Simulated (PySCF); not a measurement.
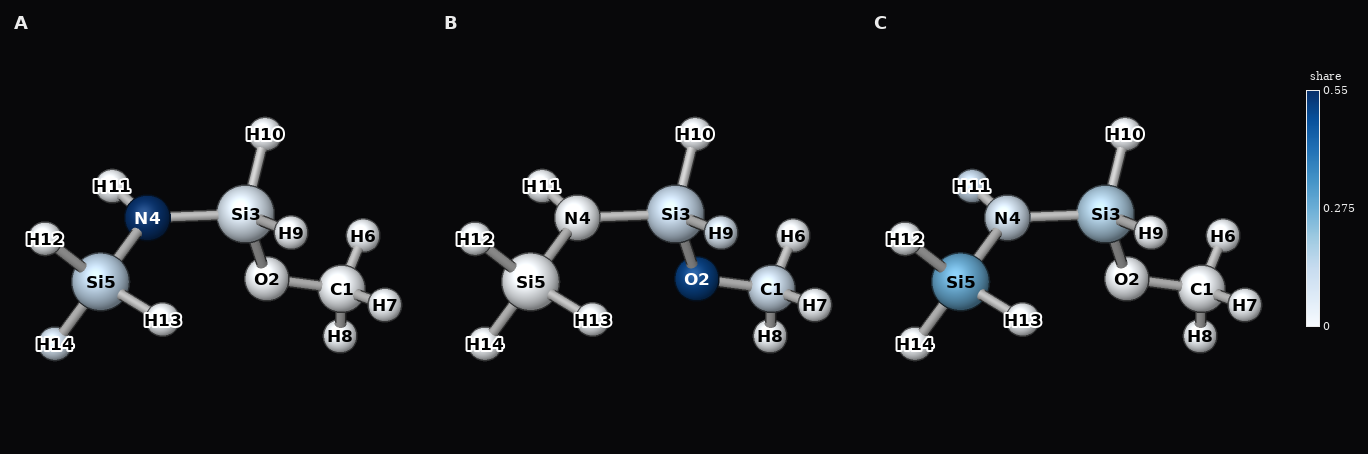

Each panel colours the atoms by their Löwdin share in one orbital (up to four of the largest shares; other atoms are shown as zero). The computed structure is the end point of a PBE0-D3(BJ)/def2-SVP optimisation. No frequency run is at hand to confirm it as a minimum. Level of theory: ωB97X-D/def2-SVPD (PySCF 2.14.0).

> The panels show the HOMO−1, HOMO, LUMO, in some order. Which is which?

A: HOMO, −9.68 eV; N4 0.54, Si5 0.14, H14 0.09, Si3 0.07
B: HOMO−1, −9.94 eV; O2 0.51, Si3 0.12, C1 0.11, H9 0.07
C: LUMO, 1.80 eV; Si5 0.28, Si3 0.17, H11 0.13, N4 0.09
